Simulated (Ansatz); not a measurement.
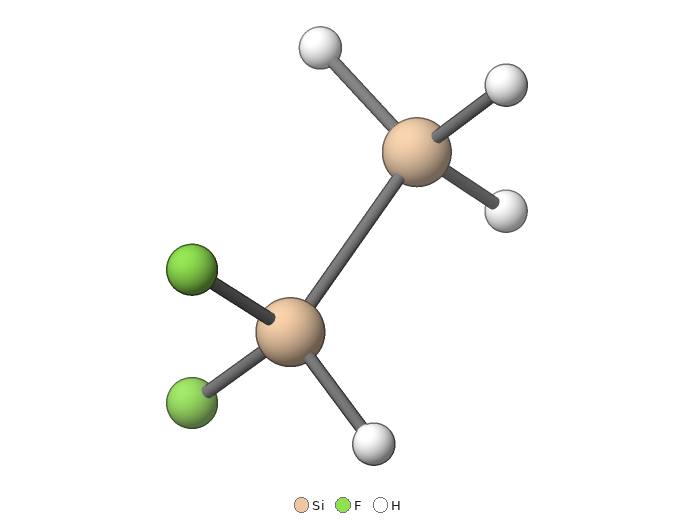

A ball-and-stick model of a molecule.

Computed geometry: PBE0-D4/def2-TZVP optimisation.

What does the picture show?

The molecule is F₂H₄Si₂. The point group is Cs. Coordination: 2 Si tetrahedral.

The parts below concern this one geometry. Atoms keep their numbers from picture to picture.

## Vibrations

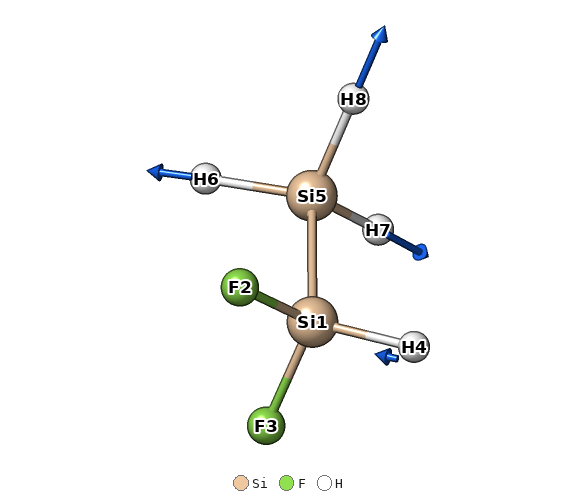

The arrows show one normal mode. Harmonic vibrations computed with RKS PBE0-D4/def2-TZVP (Ansatz 0.2.0) at a stationary point of the same level.

> Describe the motion.

Mostly in-phase stretching of 3 Si–H bonds.

> At what wavenumber does it lie?

2223 cm⁻¹; it is mode 15 of 18 counted from the lowest.

## Dipole moment

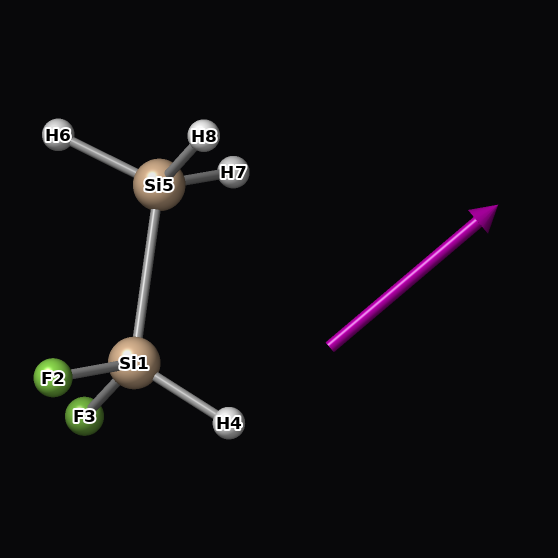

The arrow beside the molecule shows the direction of the dipole moment, from the negative to the positive end (its length means nothing). Level of theory: RKS PBE0-D4/def2-TZVP (Ansatz 0.2.0).

> How large is the dipole moment?

1.67 D; it points from the side of F2, F3 to the side of H7, H8 (the outermost atoms at the two ends).

## Thermal motion

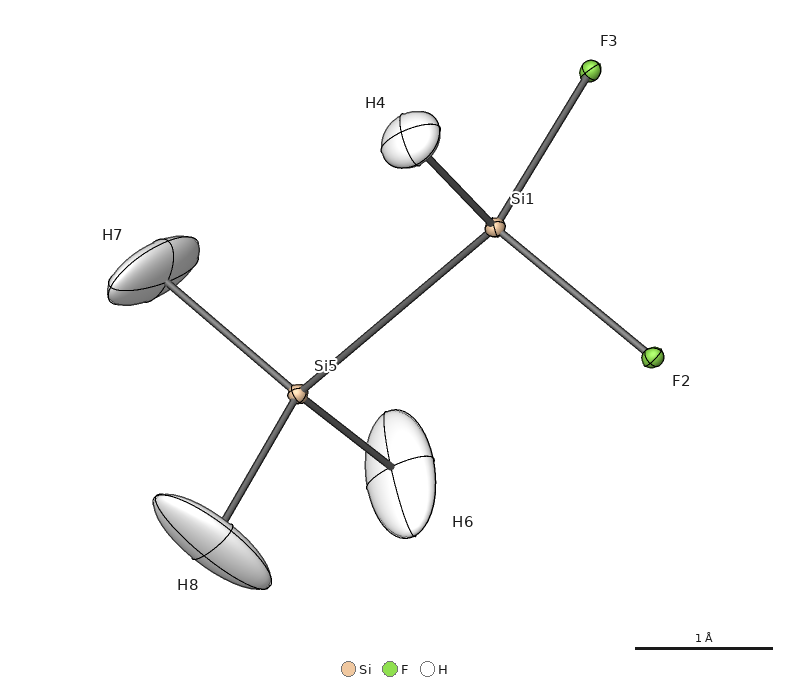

Displacement ellipsoids at the 50 % level, from the internal vibrations of the free molecule (harmonic, no overall translation or rotation; no half-axis is drawn under 0.075 Å). Vibrations computed with RKS PBE0-D4/def2-TZVP (Ansatz 0.2.0). Temperature: 100 K.

Give the displacement parameters, one line for each set of equivalent atoms.

| atom | U_eq (Å²) | rms amplitudes (Å) |
| --- | --- | --- |
| Si1 | 0.00100 | 0.027, 0.032, 0.035 |
| F2, F3 | 0.0020 | 0.029, 0.038, 0.061 |
| H4 | 0.0178 | 0.091, 0.143, 0.157 |
| Si5 | 0.00078 | 0.014, 0.029, 0.036 |
| H6 | 0.0562 | 0.086, 0.184, 0.357 |
| H7, H8 | 0.0546 | 0.090, 0.180, 0.351 |
